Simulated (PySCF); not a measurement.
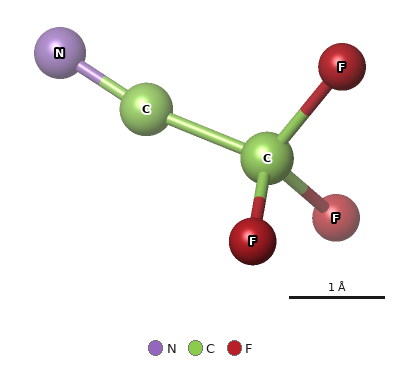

The input geometry (ball-and-stick view, seen at a tilt).

C2F3N: NMR shielding calculation

The run: NMR shielding calculation of C2F3N (Acetonitrile, trifluoro-), SMILES N#CC(F)(F)F. Method and program: GIAO PBE0/pcSseg-1 NMR shielding, non-relativistic, gas phase (PySCF 2.14.0).

The geometry comes from this level: GFN2-xTB, MD frame at 6600 fs, 900 K. Figures and captions count atoms from 1; the log counts them from 0 in places.

**The program's output**
```
coarse grid: 6496 points
cycle   1  E = -429.7503205484  dE =  1.056e+00  |g| = 9.935e-01  |ddm| = 2.367e+00
cycle   2  E = -429.2936323918  dE =  4.567e-01  |g| = 1.890e+00  |ddm| = 1.459e+00
cycle   3  E = -429.9096749624  dE = -6.160e-01  |g| = 3.265e-01  |ddm| = 1.081e+00
cycle   4  E = -429.9297974087  dE = -2.012e-02  |g| = 8.684e-02  |ddm| = 2.165e-01
cycle   5  E = -429.9313298670  dE = -1.532e-03  |g| = 1.742e-02  |ddm| = 6.049e-02
cycle   6  E = -429.9313744536  dE = -4.459e-05  |g| = 3.816e-03  |ddm| = 1.071e-02
cycle   7  E = -429.9313763070  dE = -1.853e-06  |g| = 1.259e-03  |ddm| = 2.295e-03
final grid: 68224 points
cycle   8  E = -429.9851374498  dE = -3.027e-05  |g| = 5.815e-03  |ddm| = 1.645e-02
cycle   9  E = -429.9851321524  dE =  5.297e-06  |g| = 8.562e-03  |ddm| = 7.843e-03
cycle  10  E = -429.9851433209  dE = -1.117e-05  |g| = 5.412e-04  |ddm| = 4.187e-03
cycle  11  E = -429.9851433295  dE = -8.660e-09  |g| = 5.053e-04  |ddm| = 5.607e-04
cycle  12  E = -429.9851433785  dE = -4.899e-08  |g| = 1.492e-04  |ddm| = 3.405e-04
cycle  13  E = -429.9851433827  dE = -4.237e-09  |g| = 3.749e-05  |ddm| = 9.636e-05
cycle  14  E = -429.9851433829  dE = -2.002e-10  |g| = 7.597e-06  |ddm| = 2.105e-05
```

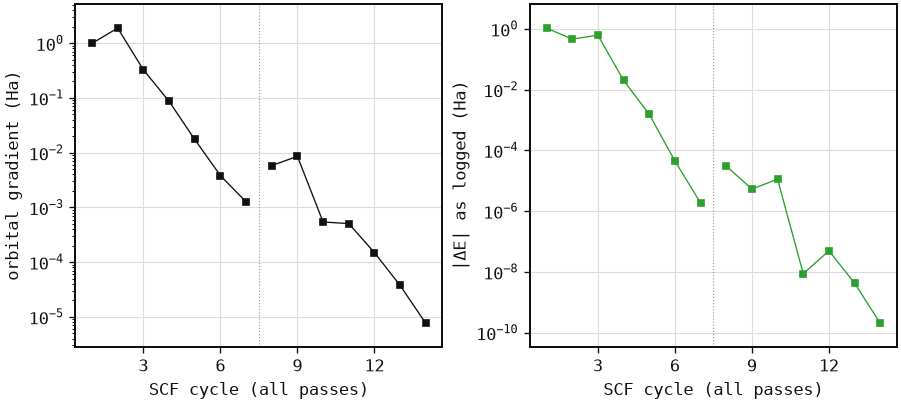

Convergence of the self-consistent field: orbital gradient and size of the energy change against the SCF cycle. The dotted line marks the change from a coarse to the final integration grid. The first 7 cycles use a coarse grid, the final grid takes over at cycle 8, and the field converges after 14 cycles in all.

```
converged SCF energy = -429.9851433829

GIAO shielding tensors (ppm)
atom      isotropic    diamagn.    paramagn.     s11        s22        s33       span
  0 N      -69.758     333.472    -403.230   -247.649   -236.612    274.985    522.634
  1 C       71.229     256.931    -185.701    -42.866    -40.081    296.635    339.501
  2 C       67.307     234.996    -167.689     48.742     74.838     78.343     29.601
  3 F      213.953     478.114    -264.161    110.333    177.731    353.794    243.461
  4 F      210.658     456.793    -246.135    112.792    175.218    343.965    231.173
  5 F      250.411     479.383    -228.972    177.778    258.155    315.300    137.522
```

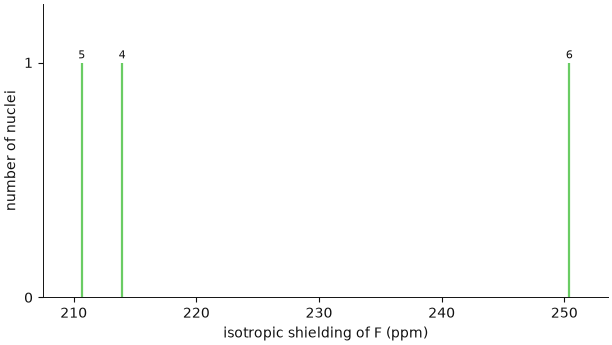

Isotropic shieldings of the fluorine nuclei in this fixed geometry, labelled by atom number; shielding grows to the right, so chemical shift grows to the left. The least shielded is F5 (210.7 ppm), the most shielded F6 (250.4 ppm).

This output came from the following input.

**Input**
```
{"job": {"kind": "nmr", "xc": "PBE0", "basis": "pcSseg-1", "pop": false}, "charge": 0, "multiplicity": 1}
N     -3.328606    -3.271461     2.147202
C     -3.467998    -2.222326     1.674626
C     -3.897935    -0.972785     1.062117
F     -3.686323    -0.955955    -0.296584
F     -5.214212    -0.696728     1.282115
F     -3.267394     0.051906     1.535221
```

The first line tells a small driver script what to run in PySCF; the rest is the geometry in Å.

Command:
```bash
OMP_NUM_THREADS=1 python <driver script> task.json out
```

**Results in brief**

| quantity | value |
| --- | --- |
| outcome | converged |
| total energy | −429.985143 hartree |
| HOMO | −11.34 eV |
| LUMO | −1.45 eV |
| dipole moment | 0.93 D |
| isotropic shielding, N | −69.8 ppm |
| isotropic shielding, C | 67.3 to 71.2 ppm |
| isotropic shielding, F | 210.7 to 250.4 ppm |
| hardware | 1 CPU thread, shared host |
| wall time | 7.3 s |
| peak memory | 0.47 GiB |
